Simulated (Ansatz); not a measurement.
# BFH₃InO: how energies converge with the basis set

How large a basis does BFH₃InO need? Two functionals are run in growing sets.

The runs use Ansatz 0.2.0, Gaussian basis; one geometry, several basis sets.

Levels to be run: PBE0-D4/def2-SVP; ωB97M-V/def2-SVP; PBE0-D4/def2-QZVPP; ωB97M-V/def2-QZVPP; the functionals' def2-TZVPP values are taken from earlier runs.

1 further run of the same task is left out (for a known fault of the program).

### 1 The relaxed structure

An earlier PBE0-D4 in a triple-zeta def2 set relaxation fixed the geometry. In takes the def2 core potential; no spin-orbit term is included.

SMILES `FB[O][InH2]`, 7 atoms, charge 0, spin multiplicity 1.

Atoms are counted from 1 here; the program's logs count them from 0.

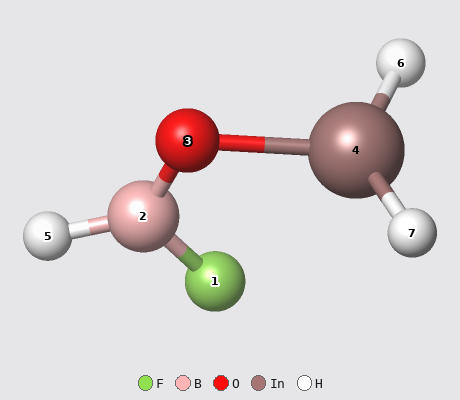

The geometry (fluorine green, boron pink, oxygen red, indium brown, hydrogen white); atoms are numbered from 1 in the order of the file.

### 2 PBE0-D4 in def2-SVP

Contents of in.yaml:

```yaml
crystal:
  periodic: [false, false, false]
  atoms:
    - {symbol: F, position_ang: [-0.113271, -1.450357, 0.494368]}
    - {symbol: B, position_ang: [1.014683, -0.662199, 0.658436]}
    - {symbol: O, position_ang: [0.954092, 0.556624, 0.179801]}
    - {symbol: In, position_ang: [-0.910862, 0.809509, -0.671246]}
    - {symbol: H, position_ang: [1.933640, -1.176255, 1.222995]}
    - {symbol: H, position_ang: [-2.003915, 1.478630, 0.448978]}
    - {symbol: H, position_ang: [-0.874366, 0.444049, -2.333332]}
basis:
  gaussian: {orbitals: def2-SVP}
hamiltonian: {xc: pbe0, dispersion: d4}
output: {orbitals: {seedname: orbitals}}
```

On the command line:

```console
ansatz run in.yaml --threads 2 --pin off --events-out ev --progress --plain --max-ram 4352MiB
```

The runs that follow: ωB97M-V in def2-SVP; PBE0-D4 in def2-QZVPP; ωB97M-V in def2-QZVPP.

Q: Predict the results of all the runs planned. Wanted: PBE0-D4: double and triple zeta above quadruple; ωB97M-V: double and triple zeta above quadruple.

The runs gave:

```
                                       quantity          value
PBE0-D4: double and triple zeta above quadruple  7.21, 0.36 eV
ωB97M-V: double and triple zeta above quadruple  7.37, 0.34 eV
```

In words: For PBE0-D4 the step from double to triple zeta gains 6.84 eV and the next only 0.36 eV. These are total energies; as a rule much of such shifts cancels in differences, which this series doesn't test.
